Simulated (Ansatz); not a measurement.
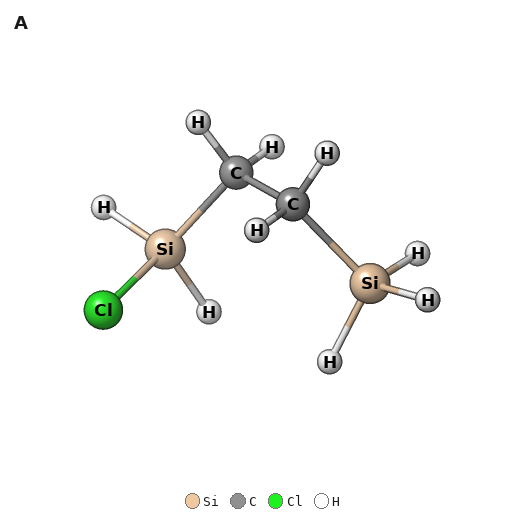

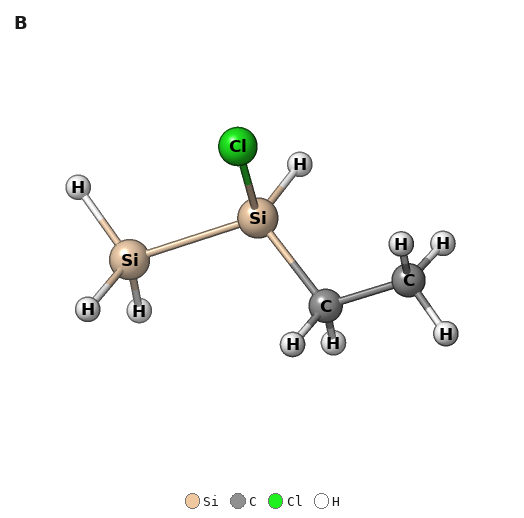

2 stationary structures of one formula. Geometries: PBE0-D4/def2-TZVP. Electronic energies: r2SCAN-D4/def2-TZVPP (Ansatz 0.2.0), without zero-point energy. No frequency run is at hand to confirm each as a minimum. Each is one conformer, not always the lowest.

Question: How are they related?

Answer: They are constitutional isomers of C2H9ClSi2: A `[SiH3]CC[SiH2]Cl`, B `CC[Si@@H]([SiH3])Cl`.

Question: Which is lowest in energy, and by how much?

Answer: B is lowest; A lies 4.2 kcal/mol above it.

Give E(B) − E(A) in kcal/mol at these levels too: PBE0-D4/def2-TZVPP; PBE-D4/def2-TZVPP; B3LYP-D4/def2-TZVPP; r2SCAN-D4/def2-TZVPP; ωB97X-V/def2-TZVPP; B2PLYP (frozen core)/def2-TZVPP; RHF-MP2 (frozen core)/def2-QZVPP; RHF-CCSD(T) (frozen core)/def2-TZVPP.

```json
{"level": "PBE0-D4/def2-TZVPP", "E(B) − E(A) (kcal/mol)": "−4.9"}
{"level": "PBE-D4/def2-TZVPP", "E(B) − E(A) (kcal/mol)": "−5.7"}
{"level": "B3LYP-D4/def2-TZVPP", "E(B) − E(A) (kcal/mol)": "−3.5"}
{"level": "r2SCAN-D4/def2-TZVPP", "E(B) − E(A) (kcal/mol)": "−4.2"}
{"level": "ωB97X-V/def2-TZVPP", "E(B) − E(A) (kcal/mol)": "−3.1"}
{"level": "B2PLYP (frozen core)/def2-TZVPP", "E(B) − E(A) (kcal/mol)": "−3.2"}
{"level": "RHF-MP2 (frozen core)/def2-QZVPP", "E(B) − E(A) (kcal/mol)": "−1.6"}
{"level": "RHF-CCSD(T) (frozen core)/def2-TZVPP", "E(B) − E(A) (kcal/mol)": "−2.8"}
```
